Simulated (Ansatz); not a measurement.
**FH3O3Sn···H2: density, localisation and related maps**

```tsv
atom	x (Å)	y (Å)	z (Å)
Sn	0.1064	0.2311	-0.5321
H	-0.3888	-0.2110	3.3802
O	1.4332	-0.0697	-1.9512
H	2.0703	-0.7547	-1.6980
O	-1.3387	1.3096	-1.3010
H	-1.0358	1.7597	-2.1045
O	-0.5162	-1.4292	0.3120
H	-0.5742	-1.2915	1.2713
F	0.9035	1.2181	0.9402
H	-0.0151	0.2086	2.8678
```

Core potentials replace the inner electrons of Sn.

Method: RKS r2SCAN-D4/def2-SVP in Ansatz.

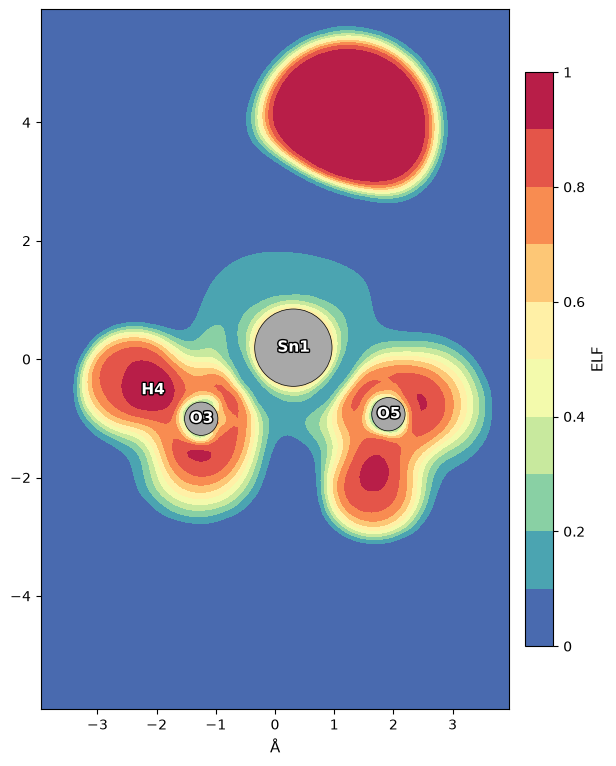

Figure 1. ELF on the plane of atoms O3, Sn1 and O5. Grey discs cover the atomic cores.

**Interpret the plot.**

The section cuts through Sn, O and H sites.
Sn–O (1.96 Å): the ELF peaks at about 0.80 in the valence shell of O, 0.6 Å from its nucleus, and drops to about 0.15 between the two atoms.
O–H (0.97 Å): the ELF climbs to about 1 towards the hydrogen, as it does in any bond to H (an ordinary covalent bond to hydrogen).
The ELF also peaks beside O3 and O5, away from the bonds: lone-pair regions.

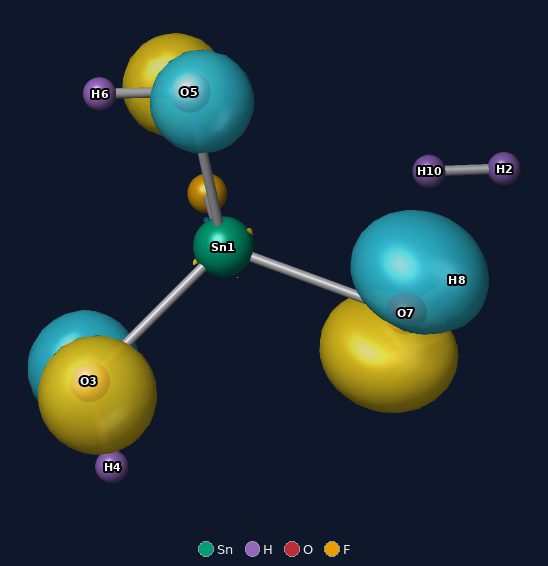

Figure 2. The HOMO−1 at ±0.2 Å⁻³ᐟ² (yellow and cyan are the two phases), seen at an oblique angle.

**Describe this orbital and give its energy.**

By Hirshfeld shares it lies mainly on O7 (about 45 %), O3 (about 25 %), O5 (about 15 %) and Sn1 (about 10 %); largely a combination of lone pairs on O7, O3 and O5. Its energy is −7.93 eV.

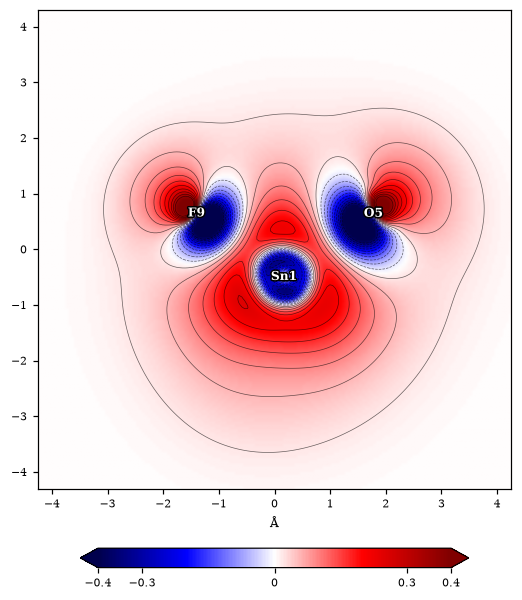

Figure 3. The LUMO on the plane of atoms O5, Sn1 and F9 (values in Å⁻³ᐟ²; the overall sign is arbitrary).

**Where does this orbital lie, and at what energy?**

It lies mainly on Sn1 (about 40 %), O7 (about 15 %), O5 (about 15 %), O3 (about 15 %) and F9 (about 10 %). Its energy is −2.80 eV.
